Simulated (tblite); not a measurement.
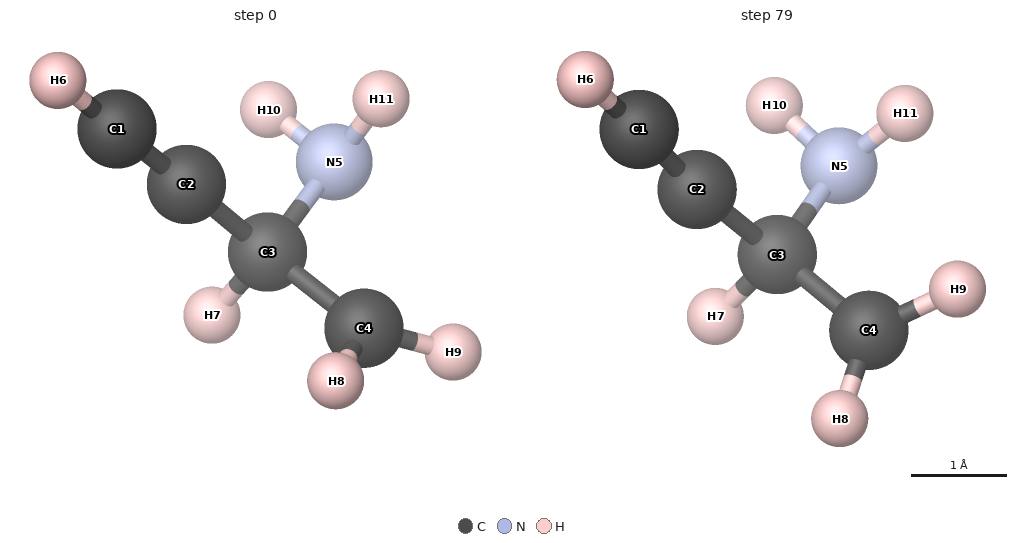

The structure of C$_{4}$H$_{6}$N (multiplicity 2) before (left) and after (right) a relaxation, at one scale.

A ball-and-stick model, seen from a free direction.

All numbers below come from GFN2-xTB geometry optimisation, gas phase (tblite 0.8.0). 

> Summarise the run.

The atom that moves furthest after the best rigid fit is H9 (1.01 Å). By element the largest moves are H 1.01 Å, N 0.14 Å, C 0.12 Å. Among the contacts that change: C2–C3 1.452 → 1.474 Å, C4–H8 1.092 → 1.071 Å, C1–C2 1.217 → 1.198 Å, N5–H11 1.026 → 1.015 Å. Among the angles between lasting bonds that change: C2–C3–C4 110.7° → 105.5°, C4–C3–N5 107.9° → 112.8°, C1–C2–C3 179.1° → 174.9°. The energy falls by 3.10 kcal/mol in 79 geometry steps. The run took 0.2 s on 1 thread of Arm Neoverse V2, on a shared host.
